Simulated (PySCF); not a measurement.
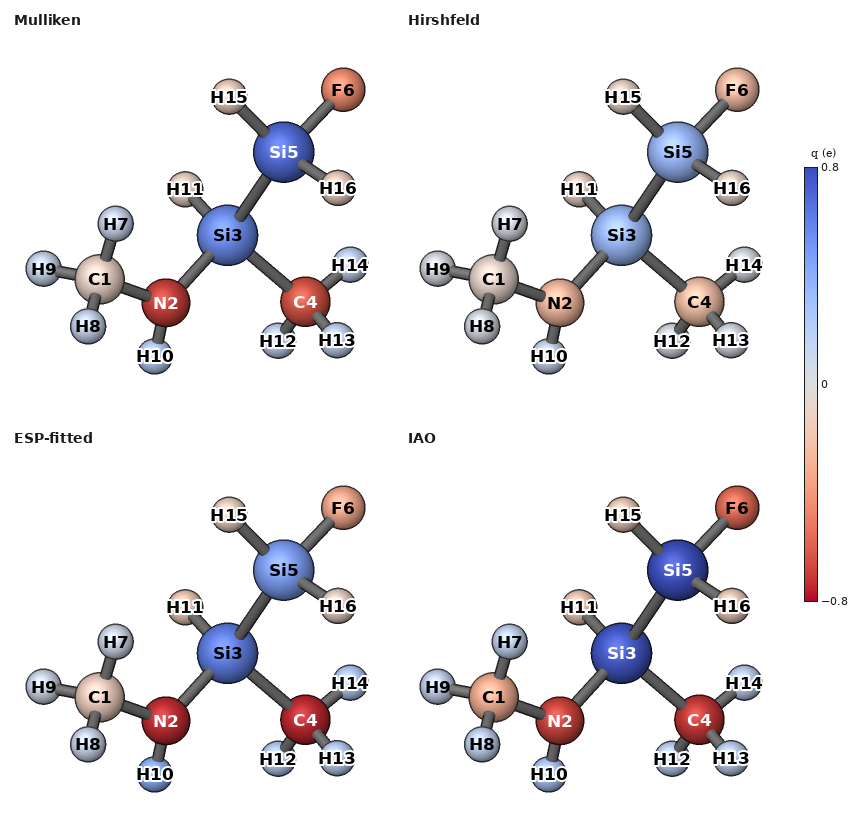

Atomic charges of one calculation by 4 schemes, on one colour scale. The computed structure is the end point of a GFN2-xTB optimisation. No frequency run is at hand to confirm it as a minimum. Method: PBE0/pcSseg-1 (PySCF 2.14.0).

Question. Which scheme gives the most polar picture (largest mean size of the charges)?

Answer. The IAO charges are the largest in size here, and the Hirshfeld charges the smallest.

Question. On which atom do the schemes disagree most?

Answer. On C4 (from −0.75 to −0.21 e).

List the charges (e), one line for each set of equivalent atoms.

| atom | Mulliken | Hirshfeld | ESP-fitted | IAO |
| --- | --- | --- | --- | --- |
| C1 | −0.09 | −0.07 | −0.12 | −0.29 |
| N2 | −0.69 | −0.25 | −0.74 | −0.68 |
| Si3 | 0.55 | 0.31 | 0.60 | 0.75 |
| C4 | −0.63 | −0.21 | −0.75 | −0.71 |
| Si5 | 0.68 | 0.33 | 0.46 | 0.78 |
| F6 | −0.44 | −0.22 | −0.32 | −0.55 |
| H7 | 0.10 | 0.04 | 0.08 | 0.14 |
| H8 | 0.12 | 0.04 | 0.10 | 0.14 |
| H9 | 0.11 | 0.03 | 0.08 | 0.12 |
| H10 | 0.19 | 0.11 | 0.39 | 0.25 |
| H11 | −0.09 | −0.09 | −0.14 | −0.15 |
| H12 | 0.14 | 0.04 | 0.19 | 0.16 |
| H13 | 0.14 | 0.04 | 0.17 | 0.16 |
| H14 | 0.14 | 0.04 | 0.20 | 0.16 |
| H15 | −0.12 | −0.08 | −0.10 | −0.14 |
| H16 | −0.11 | −0.08 | −0.09 | −0.13 |

The geometry is semi-empirical. Around Si such bond lengths and angles can be off by a tenth of an ångström or more and by several degrees, and values that hang on the shape move with them.
